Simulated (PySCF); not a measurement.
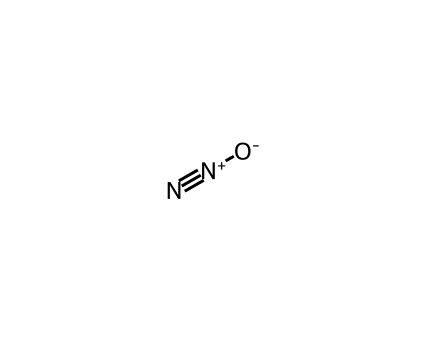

Source: calculation with PySCF.

2D structure.

### Transcribe the drawing into SMILES.

N#[N+][O-]

### Give the formula, hydrogens included.

N2O.

### An optimisation with PBE0-D3(BJ)/def2-SVP gave a structure of which point group?

C∞v.
